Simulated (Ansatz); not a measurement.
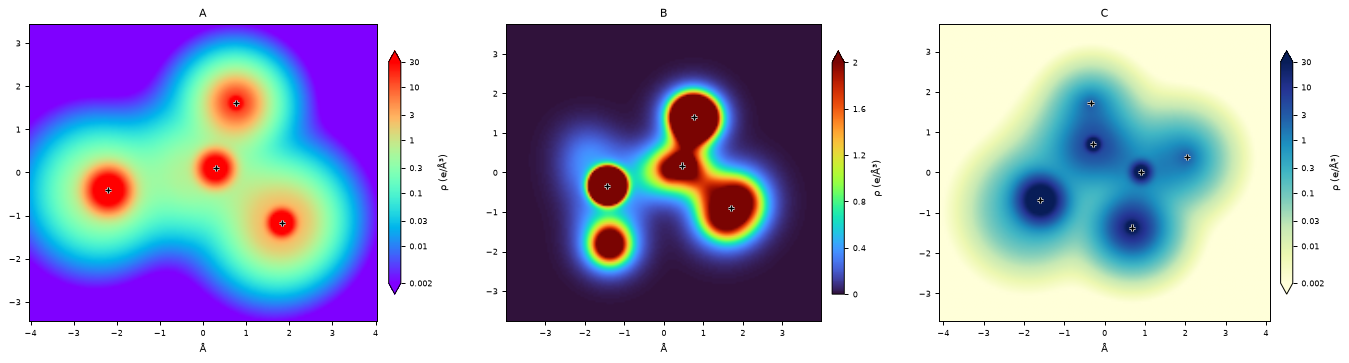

The electron density of 3 systems, each on a plane through atoms (crosses mark nuclei in the plane).

Method: isolated molecule in a Gaussian basis; Kohn-Sham density functional theory, functional PBE0 (Ansatz).

System 1: BFGaH$_{4}$N, the plane of atoms F2, B1 and H5. Geometry: B3LYP-D3(BJ)/def2-SVP.

```yaml
atoms:
  - { symbol: B, position_ang: [-0.5921, -0.3701, -0.5426] }
  - { symbol: F, position_ang: [-0.2382, -1.3416, -1.4838] }
  - { symbol: Ga, position_ang: [1.8891, -1.1669, -0.4219] }
  - { symbol: N, position_ang: [0.4826, -0.0492, 0.2537] }
  - { symbol: H, position_ang: [-1.7248, 0.0296, -0.5575] }
  - { symbol: H, position_ang: [0.4510, 0.6316, 1.0019] }
  - { symbol: H, position_ang: [2.8113, -0.5466, -1.5251] }
  - { symbol: H, position_ang: [2.0788, -2.5565, 0.2747] }
```

System 2: CCl$_{2}$F$_{3}$Si (SMILES F[C+](Cl)[Si](F)(F)Cl) (charge +1), the plane of atoms F6, C1 and Si7. Geometry: PBE0-D3(BJ)/def2-SVP.

```xyz
7

C     1.3768    1.3385    0.7996
Cl    3.4961    1.6704   -1.4490
Cl    0.6108    2.6229    1.4439
F     1.3656   -0.4752   -1.3147
F     0.5049    1.9774   -1.7571
F     1.8656    0.5034    1.6037
Si    1.6351    1.0695   -1.1297
```

System 3: ClFGeHSi (SMILES F[Si](Cl)=[GeH+]) (charge +1), the plane of atoms Cl1, Si4 and F2. Geometry: B3LYP-D3(BJ)/def2-SVP.

```yaml
atoms:
  - { symbol: Cl, position_ang: [-1.8434, -3.8622, -1.4026] }
  - { symbol: F, position_ang: [1.0723, -4.0047, -0.7372] }
  - { symbol: Ge, position_ang: [0.5435, -0.5084, -1.4383] }
  - { symbol: Si, position_ang: [-0.0719, -2.9674, -1.1356] }
  - { symbol: H, position_ang: [0.1426, -0.5088, 0.1176] }
```

Q: Which map belongs to which system?

A: Panel A is system 3, ClFGeHSi: the plane holds Cl, F, Ge and Si. Si–F (1.60 Å): ρ is about 1.2 e/Å³ halfway. Panel B is system 2, CCl$_{2}$F$_{3}$Si: the plane holds C, Cl, F and Si. C–F (1.26 Å): the density is about 2.9 e/Å³ at the midpoint. Panel C is system 1, BFGaH$_{4}$N: the plane holds B, F, Ga, N and H. B–N (1.38 Å): ρ is about 2.1 e/Å³ halfway.
